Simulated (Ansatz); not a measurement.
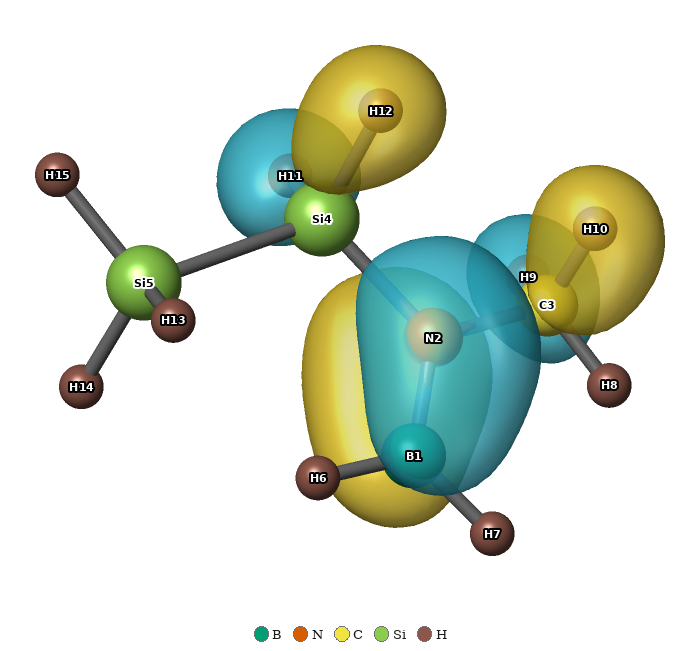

Figure. CH$_{10}$BNSi$_{2}$ (SMILES BN(C)[SiH2][SiH3]). The HOMO at ±0.1 Å⁻³ᐟ² (yellow and cyan are the two phases), seen at a tilt.

Geometry: PBE0-D4/def2-TZVP.

All numbers below come from RKS PBE0-D4/def2-TZVPP in Ansatz.

Input file:

```
crystal:
  periodic: [false, false, false]
  atoms:
    - {symbol: B, position_ang: [-0.023510, 1.466396, 0.817588]}
    - {symbol: N, position_ang: [-0.042141, 0.074961, 0.887807]}
    - {symbol: C, position_ang: [-0.109312, -0.629183, 2.163162]}
    - {symbol: Si, position_ang: [0.013436, -0.941818, -0.544909]}
    - {symbol: Si, position_ang: [0.119946, 0.310333, -2.513922]}
    - {symbol: H, position_ang: [0.032465, 2.000828, -0.255181]}
    - {symbol: H, position_ang: [-0.063462, 2.114156, 1.825875]}
    - {symbol: H, position_ang: [-0.141525, 0.090566, 2.981484]}
    - {symbol: H, position_ang: [-1.002949, -1.258847, 2.217452]}
    - {symbol: H, position_ang: [0.763284, -1.275302, 2.301424]}
    - {symbol: H, position_ang: [-1.191312, -1.822150, -0.543790]}
    - {symbol: H, position_ang: [1.192523, -1.849255, -0.432146]}
    - {symbol: H, position_ang: [1.347035, 1.146849, -2.555588]}
    - {symbol: H, position_ang: [-1.078636, 1.174317, -2.669380]}
    - {symbol: H, position_ang: [0.162358, -0.652451, -3.650475]}
basis:
  gaussian: {orbitals: def2-TZVPP}
hamiltonian: {xc: pbe0, dispersion: d4}
output: {orbitals: {seedname: orbitals}}
```

Launched as:

```sh
ansatz run in.yaml --threads 4 --pin off --events-out ev --progress --plain --max-ram 10444MiB
```

### Where does this orbital lie, and at what energy?

It lies mainly on N2 (about 45 %), B1 (about 15 %), Si4 (about 10 %) and C3 (about 10 %). Its energy is −8.04 eV.
